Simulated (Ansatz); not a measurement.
Band structure of TiAlPt (P6_3/mmc, 6 atoms in the cell).

```xyz
6
Lattice="4.4169 0.0000 0.0000 -2.2084 3.8251 0.0000 0.0000 0.0000 5.4077" Properties=species:S:1:pos:R:3 pbc="T T T"
Ti     0.0000     0.0000     0.0000
Ti     0.0000     0.0000     2.7039
Al     0.0000     2.5501     1.3519
Al     2.2084     1.2750     4.0558
Pt     2.2084     1.2750     1.3519
Pt     0.0000     2.5501     4.0558
```

Method of the run: PBEsol, PAW files made with PBE (plane waves; Ansatz, an electronic-structure program).

Settings: basis.ecutwfc = 420 eV; kpoints.mp_grid.grid = 6 6 4; hamiltonian.xc = pbesol; hamiltonian.pseudopotentials = {kind: paw} (the program's default PAW files); scf.occupations.method = fermi_dirac; scf.occupations.width = 0.05 eV; kpoints.band_path.npoints = 8.

The starting cell comes from a database of computed structures (which also holds hypothetical and non-ambient phases and stackings), without a prior relaxation at this level. Spin-orbit coupling is off. Spin polarisation is off.

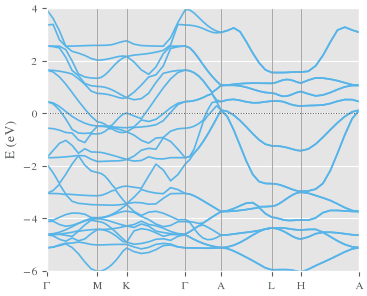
*Bands along the path, energies from the Fermi level.*

Levels in eV from the Fermi level, bands 29 to 36:
```tsv
point	29	30	31	32	33	34	35	36
Γ	-1.93	-1.69	-1.69	-0.57	0.44	0.44	1.64	1.64
M	-2.26	-1.83	-1.48	-0.79	-0.49	-0.48	-0.33	0.76
K	-2.77	-1.76	-1.76	-0.70	-0.70	-0.55	0.01	0.60
A	0.12	0.12	0.12	0.12	0.44	0.44	1.06	1.06
L	-2.68	-2.68	-1.24	-1.24	0.46	0.46	0.77	0.77
H	-2.97	-2.97	-1.42	-1.42	0.28	0.28	0.83	0.83
```

Bands cross the Fermi level along this path, so the cell is metallic at this level.

Keys are those of Ansatz 0.2.
